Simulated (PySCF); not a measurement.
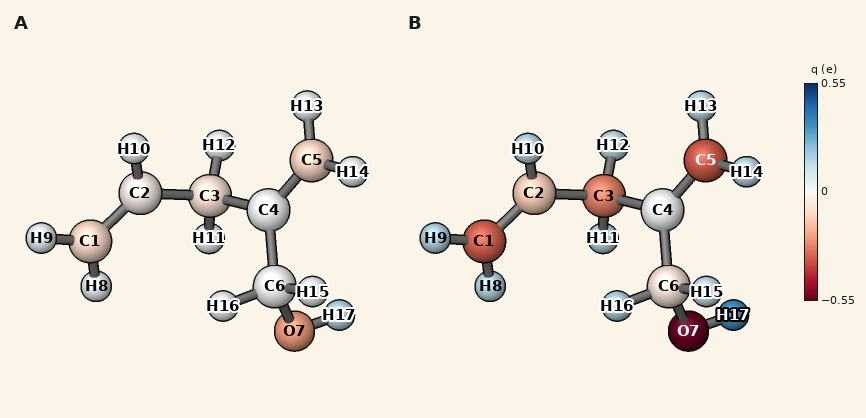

Atomic charges of one calculation by 2 schemes, on one colour scale. The computed structure is the end point of a GFN2-xTB optimisation. No frequency run is at hand to confirm it as a minimum. Method: PBE0/pcSseg-1 (PySCF 2.14.0).

Question: The schemes are Hirshfeld, IAO. Which panel shows which?

Answer: A Hirshfeld, B IAO.

List the charges (e), one line for each set of equivalent atoms.

```csv
atom,Hirshfeld,IAO
C1,−0.10,−0.33
C2,−0.03,−0.13
C3,−0.07,−0.27
C4,0.01,0.01
C5,−0.11,−0.34
C6,0.00,−0.06
O7,−0.23,−0.55
H8,0.05,0.15
H9,0.05,0.15
H10,0.04,0.14
H11,0.04,0.15
H12,0.04,0.15
H13,0.04,0.15
H14,0.04,0.14
H15,0.04,0.12
H16,0.04,0.16
H17,0.16,0.35
```
